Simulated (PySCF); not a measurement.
# Cl₆Si₂, SMILES `Cl[Si](Cl)(Cl)[Si](Cl)(Cl)Cl`: electronic structure

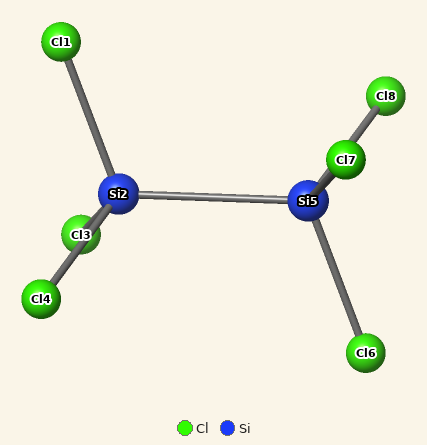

The molecule, with its atoms numbered as below. No frequency check shows the geometry to be a minimum.

Cartesian coordinates (Å):

```
Cl1     -1.8816    1.8883    0.0034
Si2     -1.1697   -0.0002   -0.0000
Cl3     -1.8817   -0.9412   -1.6370
Cl4     -1.8817   -0.9470    1.6336
Si5      1.1697    0.0002   -0.0000
Cl6      1.8816   -1.8883    0.0034
Cl7      1.8817    0.9470    1.6336
Cl8      1.8817    0.9412   -1.6370
```

Part 1: Bonding charge

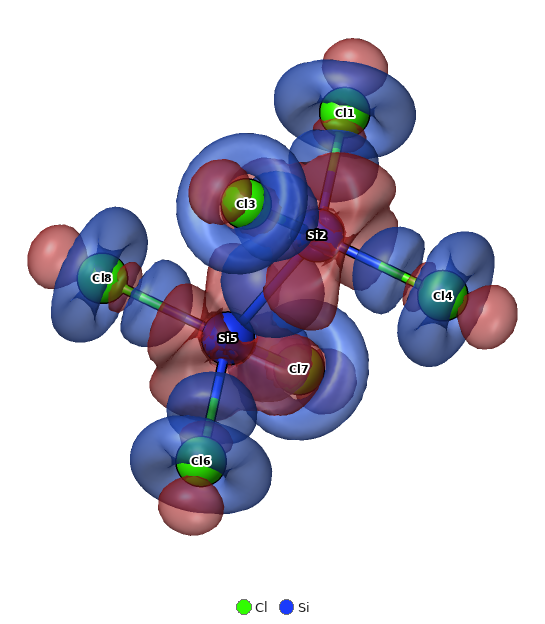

Deformation density (molecule less spherical, spin-averaged free atoms at the same positions), surfaces at ±0.04 e/Å³; blue: gain, red: loss.

Method: TPSSh/6-311G**; geometry: GFN2-xTB; program: PySCF.

Question: How much density has each bond gained at its critical point, relative to the free atoms?

Answer: Si2–Si5: +0.29 e/Å³ at the bond critical point (bond length 2.34 Å, Mayer order 0.8). Si2–Cl3, Si5–Cl8, Si2–Cl4, Si5–Cl7 and 2 more like them: +0.08 e/Å³ at the bond critical point (bond length 2.02 Å, Mayer order 1.0). In all, 1.9 electrons gather in the regions of gain relative to the promolecule. A small or negative value marks a very polar bond, one between electron-rich atoms, whose free-atom densities already overlap strongly, a long bond to a heavier atom, or a closed-shell contact such as a hydrogen bond.

Question: Where do the Hirshfeld charges lie?

Answer: The highest Hirshfeld charge is on Si2 and Si5 (+0.27 e), the lowest on Cl1, Cl3, Cl4, Cl6, Cl7 and Cl8 (−0.09 e).

Part 2: Bond critical points

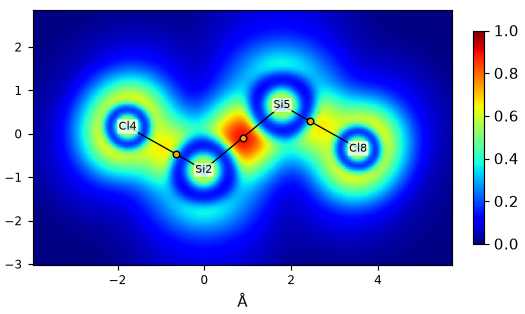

Localised orbital locator (LOL) in the plane of Si2, Cl4, Si5 and Cl8, with bond paths and bond critical points (dots).

Question: Rank the bonds in the plane by LOL at their critical points.

Answer: Si2–Si5: about 0.90; Si5–Cl8 and Si2–Cl4: about 0.35. Values above 0.5 mark slow, localised electrons, as in shared pairs; low values at a critical point mark a polar or closed-shell contact whose critical point lies between the shells.

Question: Where along Si5–Cl8 does the critical point lie?

Answer: 0.73 Å from Si5 and 1.28 Å from Cl8.

Part 3: Local ionisation energy

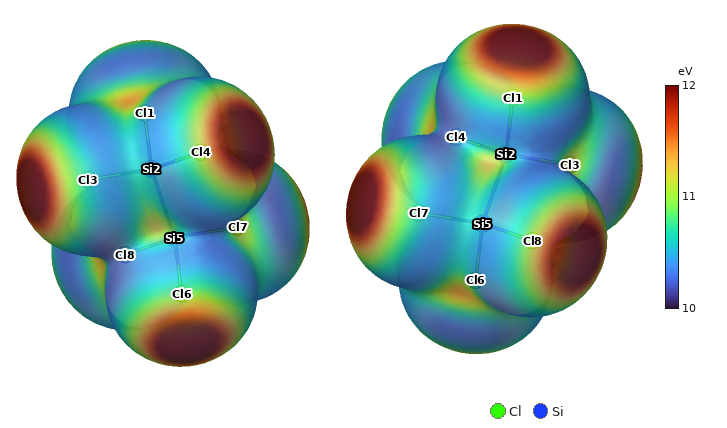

Average local ionisation energy on the surface of electron density 0.001 a.u. (back view left, front view right).

Question: Locate the minima of the map.

Answer: The lowest value is 10.2 eV, 2.3 Å from Cl4, and at like points elsewhere. For comparison, the highest occupied orbital lies at −8.5 eV.

Question: What volume does the surface enclose, and what is the dipole moment?

Answer: About 228 Å³; the dipole moment is 0.0 D.

Part 4: Excited states

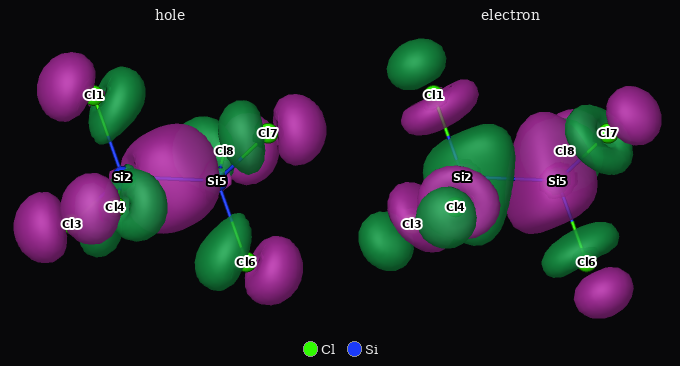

Leading natural transition orbital pair of S₃ (TDHF singlet states); the surfaces enclose about 85 % of each orbital's density.

Level of theory: HF/def2-SVP (PySCF), at a geometry from GFN2-xTB. Without diffuse functions Rydberg states are missing, so the states' numbers hold for this basis only.

Question: Where does the state lie, and where do hole and electron sit?

Answer: 9.27 eV (134 nm), f = 0.853 (bright); the leading pair carries 90 %; hole on Si2 and Si5 (20 % each) and Cl1, Cl3, Cl4, Cl6, Cl7 and Cl8 (10 % each), electron on Si2 and Si5 (25 % each) and Cl1, Cl3, Cl4, Cl6, Cl7 and Cl8 (8 % each); their centroids lie 0.0 Å apart. In canonical orbitals it is mainly HOMO → LUMO+2 (89 %). The HOMO–LUMO gap is 14.35 eV.

Part 5: In an electric field

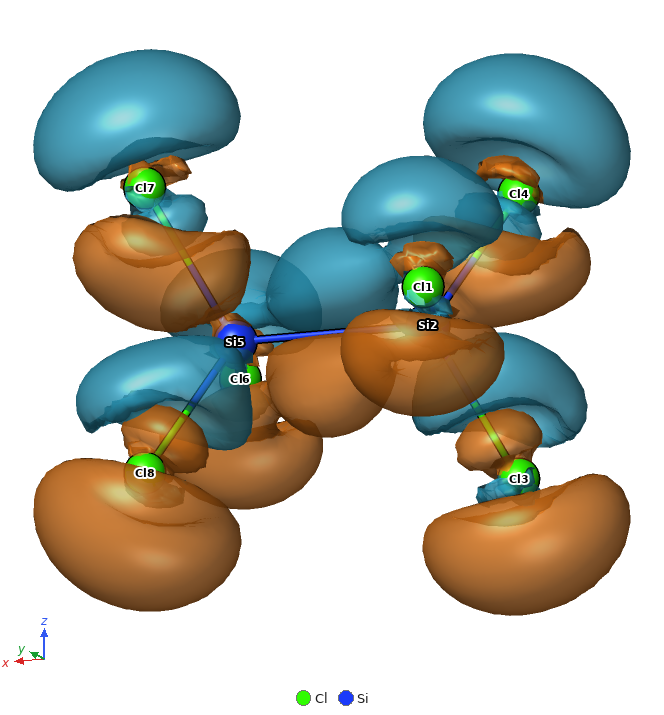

Change of the electron density in a uniform field of 0.41 V/Å, surfaces at ±0.003 e/Å³ (light blue: gain, orange: loss).

Computed with PySCF, HF/def2-SVPD, geometry: GFN2-xTB.

Question: Along which Cartesian direction does the field point?

Answer: Along −z: electrons gather on the +z side, against the field.

Question: How large is the response?

Answer: The induced dipole is 2.36 D (along the field); α along this axis, from the fields in both directions, is 116 bohr³ (17.2 Å³).

Question: Which atoms gain and lose the most charge?

Answer: Electrons gather most on Cl4 and Cl7 alike (Hirshfeld charge changes by −0.033 e) and leave Cl3 and Cl8 alike most (+0.033 e); 0.201 electrons are displaced in all.

Part 6: Removing or adding an electron

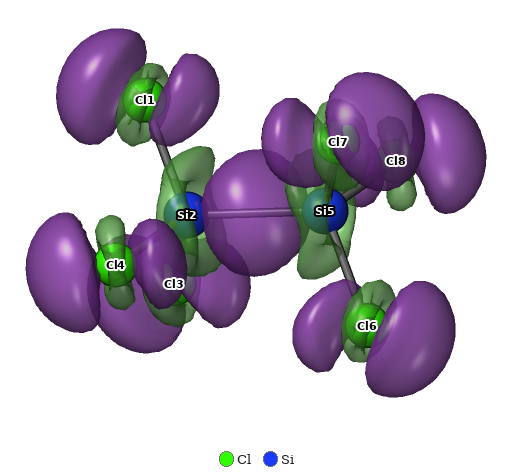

Fukui function f⁻ = ρ(N) − ρ(N−1) at fixed geometry, surfaces at ±0.01 e/Å³ (purple positive, green negative).

PySCF calculation, PBE/6-31+G*, gas phase; geometry: GFN2-xTB.

Question: Which atoms respond most to the removal of an electron?

Answer: f⁻ (Hirshfeld-condensed) is largest on Cl1, Cl3, Cl4, Cl6, Cl7 and Cl8 (0.14 each); the vertical ionisation energy is 10.15 eV (the stability of the cation's solution wasn't checked). Condensed values hint at sites of electrophilic attack but needn't mark the atom that reacts. Orbital relaxation makes it negative in places (0.16 e in all).

Part 7: Localised orbitals

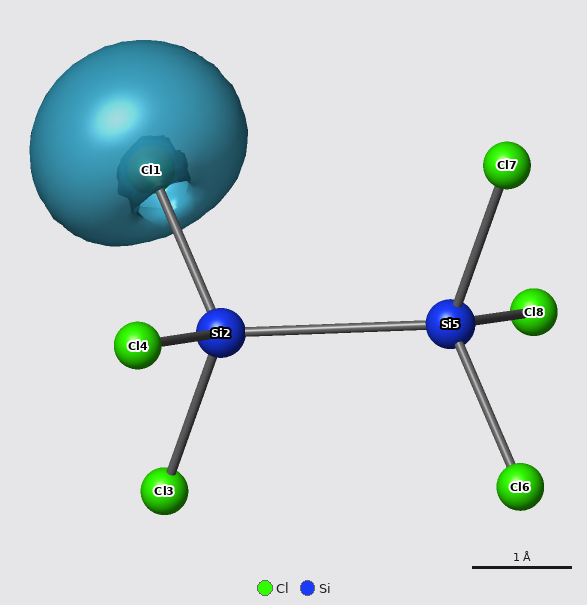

Pipek–Mezey orbitals, occupied; each surface holds about 85 % of the orbital's density. Energies are diagonal elements of the Fock matrix.

Level of theory: M06-2X/6-31G* (PySCF), at a geometry from GFN2-xTB.

Question: What does this orbital represent?

Answer: Lone pair on Cl1 (s-type) (Cl1 100 %; −21.1 eV).

The PySCF runs shown took 46 s, 10 min, 29 s, 5 min and 52 s on 1 thread of AMD EPYC 7R43 64-Core Processor (Zen 3) (shared host).
